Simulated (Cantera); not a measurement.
Input: 1 mol Si2Cl6, 0.59 mol N2, 16 mol H2, held at 2148 K.

Cantera equilibrium calculation (NASA polynomials, part measured and part estimated; ideal gas, pure solids and liquids). Candidate condensed phases: NH4Cl, Si, Si3N4; 28 gas species. The feed counts by its element totals alone. The tables' values for SiCl, SiCl3, SiN are old estimates; treat these amounts as uncertain. Gases not in the tables: Si2H6 and higher silanes. Equilibrium is a limit: real reactors are often held back by kinetics, nucleation or transport.

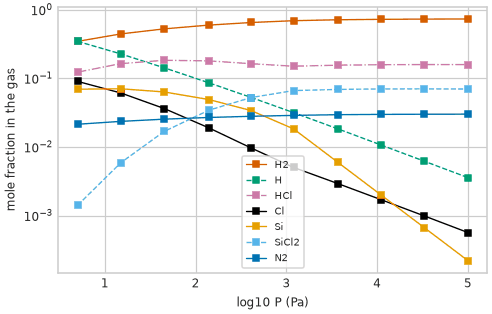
Figure. Equilibrium gas composition (values under 1e-9 drawn at 1e-9)

Task: Read off the mole fractions at 37.0 mbar.

Result: H2 about 0.71, HCl about 0.16, SiCl2 about 0.069, N2 about 0.030, H about 0.018, Si about 0.0059, Cl about 0.0029.
